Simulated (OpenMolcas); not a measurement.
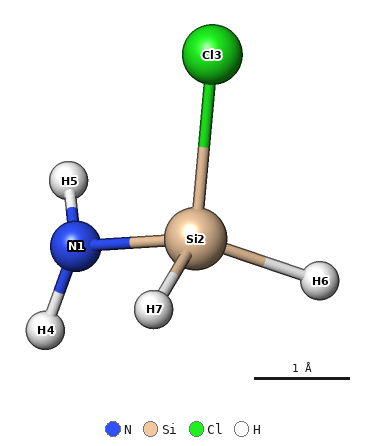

The structure (ball-and-stick view, seen at a tilt; atoms are numbered from 1 in the order of the input).

## Run report: SiNH4Cl, single-point calculation

SiNH4Cl, SMILES N[SiH2]Cl, computed with SOS-MP2/aug-cc-pVDZ, RHF (OpenMolcas 26.06).

The geometry comes from this level: GFN2-xTB.

The program's output
```
--- Start Module: gateway ---

                                              &GATEWAY

                       available to each process: 1.9 GB of memory, 1 thread

++    Symmetry information:
      ---------------------

                    Character Table for C1

                             E
                    a        1  x, y, xy, Rz, z, xz, Ry, yz, Rx, I
--

++    Basis set information:
      ----------------------

      Basis set label: N.AUG-CC-PVDZ.........

      Electronic valence basis set:
      ------------------
      Associated Effective Charge   7.000000 au
      Associated Actual Charge      7.000000 au
      Nuclear Model: Point charge

      Shell  nPrim  nBasis  Cartesian Spherical Contaminant
         s      10       4        X
         p       5       3        X
         d       2       2                 X

      Basis set label: SI.AUG-CC-PVDZ.........

      Electronic valence basis set:
      ------------------
      Associated Effective Charge  14.000000 au
      Associated Actual Charge     14.000000 au
      Nuclear Model: Point charge

      Shell  nPrim  nBasis  Cartesian Spherical Contaminant
         s      13       5        X
         p       9       4        X
         d       2       2                 X

      Basis set label: CL.AUG-CC-PVDZ.........

      Electronic valence basis set:
      ------------------
      Associated Effective Charge  17.000000 au
      Associated Actual Charge     17.000000 au
      Nuclear Model: Point charge

      Shell  nPrim  nBasis  Cartesian Spherical Contaminant
         s      13       5        X
         p       9       4        X
         d       2       2                 X

      Basis set label: H.AUG-CC-PVDZ.........

      Electronic valence basis set:
      ------------------
      Associated Effective Charge   1.000000 au
      Associated Actual Charge      1.000000 au
      Nuclear Model: Point charge

      Shell  nPrim  nBasis  Cartesian Spherical Contaminant
         s       5       3        X
         p       2       2        X
--

++    Molecular structure info:
      -------------------------

                    ************************************************
                    **** Cartesian Coordinates / bohr, angstrom ****
                    ************************************************

     Center  Label                x              y              z                     x              y              z
        1      N1              -1.569058      -0.257532      -1.240378             -0.830310      -0.136280      -0.656380
        2      SI2              1.109269       0.214408       0.527574              0.587000       0.113460       0.279180
        3      CL3              1.038707      -2.504700       3.189329              0.549660      -1.325430       1.687720
        4      H4              -1.893109       0.804815      -2.781696             -1.001790       0.425890      -1.472010
        5      H5              -3.207772      -0.726902      -0.393384             -1.697480      -0.384660      -0.208170
        6      H6               1.276340       2.632067       1.866218              0.675410       1.392830       0.987560
        7      H7               3.245624      -0.162157      -1.167681              1.717510      -0.085810      -0.617910

                    ***************************************
                    *    InterNuclear Distances / bohr    *
                    ***************************************

               1 N1            2 SI2           3 CL3           4 H4            5 H5            6 H6
    1 N1       0.000000
    2 SI2      3.243736        0.000000
    3 CL3      5.610036        3.805715        0.000000
    4 H4       1.899802        4.507119        7.429776        0.000000
    5 H5       1.903442        4.513433        5.833436        3.127064        0.000000
    6 H6       5.108524        2.768566        5.309752        5.915011        6.041170        0.000000
    7 H7       4.816175        2.753125        5.416781        5.472353        6.524170        4.570592

               7 H7
    7 H7       0.000000

                    *******************************************
                    *    InterNuclear Distances / angstrom    *
                    *******************************************

               1 N1            2 SI2           3 CL3           4 H4            5 H5            6 H6
    1 N1       0.000000
    2 SI2      1.716511        0.000000
    3 CL3      2.968703        2.013898        0.000000
    4 H4       1.005332        2.385064        3.931668        0.000000
    5 H5       1.007258        2.388406        3.086922        1.654771        0.000000
    6 H6       2.703314        1.465062        2.809800        3.130089        3.196850        0.000000
    7 H7       2.548610        1.456891        2.866437        2.895845        3.452442        2.418653

               7 H7
    7 H7       0.000000

                    **************************************
                    *    Valence Bond Angles / degree    *
                    **************************************
                          Atom centers                 Phi
                      4 H4       1 N1       5 H5       110.61
                      6 H6       2 SI2      7 H7       111.74
--

            Nuclear Potential Energy            153.24893517 au

--- Stop Module: gateway /rc=_RC_ALL_IS_WELL_ ---

--- Start Module: seward ---

                                              &SEWARD

                       available to each process: 1.9 GB of memory, 1 thread

               SEWARD will generate:
                  Multipole Moment integrals up to order  2
                  Kinetic Energy integrals
                  Nuclear Attraction integrals (point charge)
                  One-Electron Hamiltonian integrals
                  Velocity integrals
                  Orbital angular momentum around (  0.5532  -1.0203   1.3142 )
                  Velocity quadrupole around (  0.5532  -1.0203   1.3142 )
                  Cholesky decomposed two-electron repulsion integrals
                   - CD Threshold:   1.00E-04

                   Integrals are discarded if absolute value <: 1.00E-40
                   Integral cutoff threshold is set to       <: 1.00E-40

            Nuclear Potential Energy            153.24893517 au

      Basis set specifications :
      Symmetry species         a
      Basis functions          113

--- Stop Module: seward /rc=_RC_ALL_IS_WELL_ ---
--- Module seward spent 4 seconds ---

--- Start Module: scf ---

                                                &SCF

                       available to each process: 1.9 GB of memory, 1 thread

++    Input section:
      --------------

      Header of the integral files:

      Cartesian coordinates in angstrom:
      -----------------------------------------------------
      No.  Label        X            Y            Z
      -----------------------------------------------------
       1   N1        -0.83031000  -0.13628000  -0.65638000
       2   SI2        0.58700000   0.11346000   0.27918000
       3   CL3        0.54966000  -1.32543000   1.68772000
       4   H4        -1.00179000   0.42589000  -1.47201000
       5   H5        -1.69748000  -0.38466000  -0.20817000
       6   H6         0.67541000   1.39283000   0.98756000
       7   H7         1.71751000  -0.08581000  -0.61791000
      -----------------------------------------------------
      Nuclear repulsion energy =  153.24893517
--

++    Orbital specifications:
      -----------------------

      Symmetry species               1
                                     a
      Frozen orbitals                0
      Occupied orbitals             21
      Secondary orbitals            92
      Deleted orbitals               0
      Total number of orbitals     113
      Number of basis functions    113
--

      Molecular charge                           0.000

++    Optimization specifications:
      ----------------------------

      SCF Algorithm: LK-Cholesky
      LK screening threshold:                     4.50E-02
      Local-Exchange (LK) algorithm.
       - the density matrix is decomposed
      The actual AO density is used
      Number of density matrices in core                 5
      Maximum number of NDDO SCF iterations            400
      Maximum number of HF SCF iterations              400
      Threshold for SCF energy change             1.00E-09
      Threshold for density matrix                1.00E-04
      Threshold for Fock matrix                   1.50E-04
      Threshold for linear dependence             1.00E-09
      Threshold at which DIIS is turned on        1.50E-01
      Maximum depth in the DIIS procedure                5
      Maximum depth in the BFGS Hessian update          30
      Threshold at which QNR/C2DIIS is turned on  7.50E-02
      Threshold for Norm(delta) (QNR/C2DIIS)      1.00E-03
      All orbitals punched on: SCFORB
--

      Input vectors read from INPORB
      Orbital file label: *Guess orbitals

++ Convergence information
                                   SCF        iterations: Energy and convergence statistics

Iter     Tot. SCF        One-elec.       Two-elec.     Energy      Max Dij or  Max Fij      DNorm      TNorm      AccCon     Time
         Energy          Energy          Energy        Change      Delta Norm                                                in Sec.
   1  -804.889978434 -1414.921405871   456.782492266   0.00E+00    1.51E-01*   1.01E-01*    9.48E+00   2.02E+02   None         0.
   2  -805.255272911 -1418.266754219   459.762546138  -3.65E-01*   5.36E-02*   3.77E-02*    1.06E+01   2.03E+02   EDIIS        0.
   3  -805.289754055 -1418.353149705   459.814460479  -3.45E-02*   1.74E-02*   1.13E-02*    1.07E+01   2.03E+02   c2DIIS       0.
   4  -805.297664222 -1418.094328736   459.547729343  -7.91E-03*   1.44E-02*   3.95E-03*    1.07E+01   2.03E+02   QNRc2DIIS    0.
   5  -805.298156441 -1418.217797160   459.670705547  -4.92E-04*   8.85E-03*   2.52E-03*    1.07E+01   2.03E+02   QNRc2DIIS    0.
   6  -805.298278564 -1418.170679664   459.623465929  -1.22E-04*   1.33E-03*   1.92E-04*    1.07E+01   2.03E+02   QNRc2DIIS    0.
   7  -805.298281870 -1418.164873221   459.617656179  -3.31E-06*   7.08E-04    7.53E-05     1.07E+01   2.03E+02   QNRc2DIIS    0.
   8  -805.298282399 -1418.165552922   459.618335352  -5.29E-07*   8.57E-05    2.05E-05     1.07E+01   2.03E+02   QNRc2DIIS    0.
   9  -805.298282414 -1418.165334863   459.618117278  -1.49E-08*   3.80E-05    4.57E-06     1.07E+01   2.03E+02   QNRc2DIIS    0.
  10  -805.298282416 -1418.165337090   459.618119503  -1.83E-09*   5.96E-06    8.04E-07     1.07E+01   2.03E+02   QNRc2DIIS    0.
  11  -805.298282416 -1418.165395899   459.618178312  -4.75E-11    2.01E-06    2.13E-07     1.07E+01   2.03E+02   QNRc2DIIS    0.

       Convergence after  11 Iterations
--

 *****************************************************************************************************************************
 *                                             SCF/KS-DFT Program, Final results                                             *
 *                                                       Final Results                                                       *
 *****************************************************************************************************************************

::    Total SCF energy                               -805.2982824159
      One-electron energy                           -1418.1653958988
      Two-electron energy                             459.6181783117
      Nuclear repulsion energy                        153.2489351711
      Kinetic energy (interpolated)                   805.3421370863
      Virial theorem                                    0.9999455453
      Total spin, S(S+1)                                0.0000000000
      Total spin, S                                     0.0000000000
      Max non-diagonal density matrix element           0.0000010678
      Max non-diagonal Fock matrix element              0.0000000681

      No orbitals printed

++    Molecular charges:
      ------------------

      Mulliken charges per centre
      ---------------------------

                N1      SI2     CL3     H4      H5      H6      H7
      Total    7.5159 12.8815 17.5186  1.0376  0.9887  1.0427  1.0150

      N-E     -0.5159  1.1185 -0.5186 -0.0376  0.0113 -0.0427 -0.0150

      Total electronic charge=   42.000000

      Total            charge=   -0.000000
--

++    Molecular properties:
      ---------------------

      Charge (e):
                      =   -0.0000
      Dipole Moment (debye):
      Origin of the operator (angstrom)=    0.2928   -0.5399    0.6954
                   X= -9.4434E-01               Y=  1.6095E+00               Z= -1.2403E+00           Total=  2.2407E+00
      Quadrupole Moment (debye*angstrom):
      Origin of the operator (angstrom)=    0.2928   -0.5399    0.6954
                  XX= -3.0972E+01              XY= -4.7890E-01              XZ=  8.9736E-01              YY= -3.4100E+01
                  YZ= -2.3790E+00              ZZ= -3.3288E+01
      In traceless form (debye*angstrom)
                  XX=  2.7220E+00              XY= -7.1835E-01              XZ=  1.3460E+00              YY= -1.9702E+00
                  YZ= -3.5686E+00              ZZ= -7.5177E-01
--

--- Stop Module: scf /rc=_RC_ALL_IS_WELL_ ---
--- Module scf spent 4 seconds ---

--- Start Module: mbpt2 ---

                                               &MBPT2

                       available to each process: 1.9 GB of memory, 1 thread

WARNING!
Default frozen orbitals as non valence orbitals is overwritten by user input.
Default values:   8

      Cartesian coordinates in angstrom:
      -----------------------------------------------------
      No.  Label        X            Y            Z
      -----------------------------------------------------
       1   N1        -0.83031000  -0.13628000  -0.65638000
       2   SI2        0.58700000   0.11346000   0.27918000
       3   CL3        0.54966000  -1.32543000   1.68772000
       4   H4        -1.00179000   0.42589000  -1.47201000
       5   H5        -1.69748000  -0.38466000  -0.20817000
       6   H6         0.67541000   1.39283000   0.98756000
       7   H7         1.71751000  -0.08581000  -0.61791000
      -----------------------------------------------------
      Nuclear repulsion energy =  153.24893517

      Contents of RUNFILE file:
      -------------------------

      Symmetry species                           1
                                                 a
      Number of basis functions                113
      Frozen occupied orbitals                  11
      Active occupied orbitals                  10
      Active external orbitals                  92
      Deleted external orbitals                  0

      Reference numbers of frozen occupied orbitals according to the original input sequence
      symmetry species 1                        1  2  3  4  5  6  7  8  9 10 11

      Energies of the active occupied orbitals

      symmetry species 1                    -1.155761     -1.097416     -0.730740     -0.670278     -0.580336
                                            -0.537760     -0.524439     -0.463053     -0.452007     -0.411509

      Energies of the active external orbitals

      symmetry species 1                     0.033255      0.050874      0.052845      0.060084      0.076199
                                             0.077694      0.095371      0.116314      0.151031      0.156931
                                             0.161953      0.177170      0.184519      0.201393      0.205297
                                             0.213352      0.235981      0.246648      0.265186      0.287133
                                             0.302714      0.315610      0.320631      0.336312      0.374566
                                             0.387883      0.420684      0.435530      0.449392      0.471406
                                             0.475516      0.493165      0.507160      0.531503      0.543087
                                             0.552046      0.563239      0.581713      0.594073      0.601529
                                             0.607197      0.643190      0.651675      0.681354      0.684672
                                             0.738581      0.748173      0.769406      0.800242      0.830034
                                             0.857247      0.907884      0.973880      0.992687      1.013775
                                             1.040121      1.048484      1.099991      1.119743      1.184171
                                             1.219119      1.298237      1.312720      1.381325      1.424556
                                             1.450092      1.482751      1.492181      1.536917      1.544841
                                             1.592671      1.780921      1.867262      1.950676      1.979125
                                             2.003606      2.046238      2.063341      2.134665      2.178597
                                             2.216366      2.278850      2.322741      2.374674      2.407835
                                             2.474671      2.534075      2.752613      2.760126      2.903376
                                             3.305686      3.524960

      ********************************************************************************************************
      *                                               Results                                                *
      ********************************************************************************************************

       Opposite-Spin (OS) scaling factor    =        1.3000000000
       SCF energy                           =     -805.2982824159 a.u.
       SOS 2nd-order correlation energy     =       -0.4262144152 a.u.

       Total SOS-MP2 energy                 =     -805.7244968311 a.u.

::    Total MBPT2 energy                             -805.7244968311

       Zeroth-order energy (E0)             =     -345.6801041042 a.u.

       Shanks-type energy S1(E)             =     -805.7248924363 a.u.

--- Stop Module: mbpt2 /rc=_RC_ALL_IS_WELL_ ---

.##################.
.# Happy landing! #.
.##################.

    Timing: Wall=9.61 User=8.91 System=0.64
```

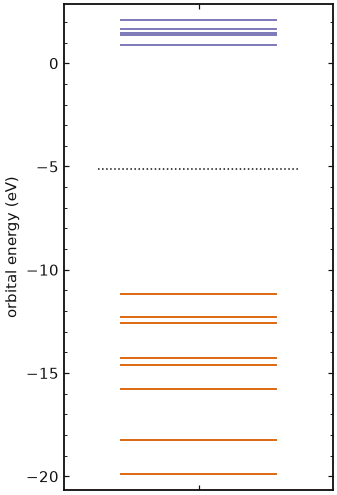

Orbital energies near the frontier (SCF reference); the dotted line parts filled from empty levels, and levels within 0.02 eV of each other stand side by side. Highest filled −11.20 eV, lowest empty 0.90 eV, 12.10 eV apart.

This output came from the following input.

The input
```
>>> EXPORT MOLCAS_PRINT=2

&GATEWAY
  Coord
  7
  angstrom
  N       -0.830310      -0.136280      -0.656380
  Si       0.587000       0.113460       0.279180
  Cl       0.549660      -1.325430       1.687720
  H       -1.001790       0.425890      -1.472010
  H       -1.697480      -0.384660      -0.208170
  H        0.675410       1.392830       0.987560
  H        1.717510      -0.085810      -0.617910
  Basis = aug-cc-pVDZ
  Group = NoSym

&SEWARD
  Low

&SCF
  PrOrbitals = 0

&MBPT2
  SOSMP2
  Frozen = 11
```

Run as:
```bash
export MOLCAS_MEM=1860
pymolcas mol.input > mol.log
```

Key numbers

```tsv
quantity	value
outcome	converged
total energy	−805.724497 hartree
SCF energy	−805.298282 hartree
correlation energy	−0.426214 hartree
basis functions	113
HOMO of the SCF reference	−11.20 eV
LUMO of the SCF reference	0.90 eV
hardware	1 thread of Arm Neoverse N1, 54 GiB of memory available, shared host
wall time	10 s
peak memory	0.25 GiB
```
